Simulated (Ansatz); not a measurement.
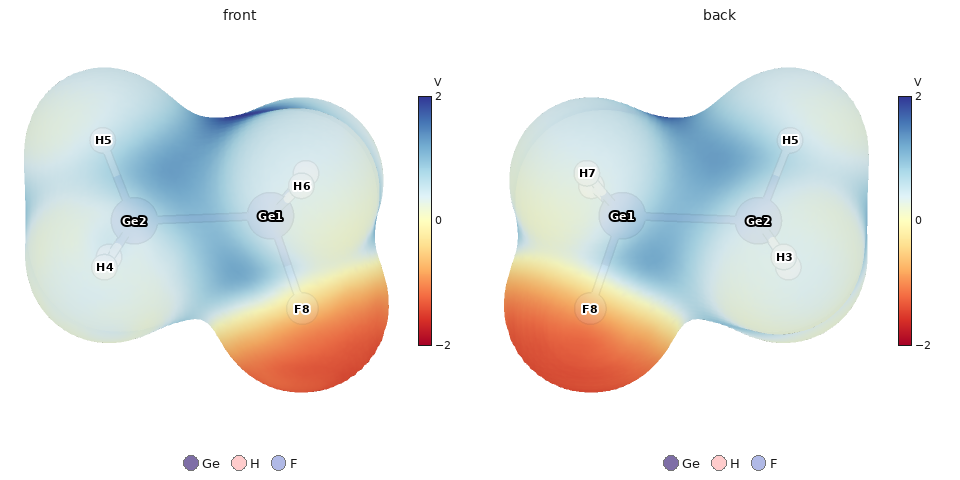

Figure 1: FGe2H5. The molecular electrostatic potential painted on the density surface at 0.002 e/bohr³, seen from the front and from behind; red is negative and blue positive.

Theory: Ansatz, RKS PBE0/def2-SVP.

Input file:

```
crystal:
  periodic: [false, false, false]
  atoms:
    - { symbol: Ge, position_ang: [0.0, 0.0, 0.0] }
    - { symbol: Ge, position_ang: [0.0, 0.0, 2.4] }
    - { symbol: H, position_ang: [-1.3958, -0.4318, 2.9174] }
    - { symbol: H, position_ang: [1.0719, -0.9929, 2.9174] }
    - { symbol: H, position_ang: [0.324, 1.4247, 2.9174] }
    - { symbol: H, position_ang: [1.4616, 0.0, -0.5162] }
    - { symbol: H, position_ang: [-0.73, 1.2648, -0.5162] }
    - { symbol: F, position_ang: [-0.7913, -1.3709, -0.5594] }
basis:
  gaussian: { orbitals: def2-SVP }
hamiltonian:
  xc: pbe0
relax:
  f_tol: 0.02
  max_steps: 40
output:
  orbitals: {}
```

Run with:

```sh
ansatz run input.yaml --threads 2 --pin off --max-ram 3072MiB --backend cpu --events-out ev --progress --plain --runs-dir out
```

The fields are those of the run's last geometry, not of the input's.

Which sites attract a positive test charge, and which a negative one?

A positive charge is drawn to the negative regions and a negative charge to the positive ones. The most negative region (about −1.4 V) lies over F8, the most positive (about +1.9 V) over Ge1.
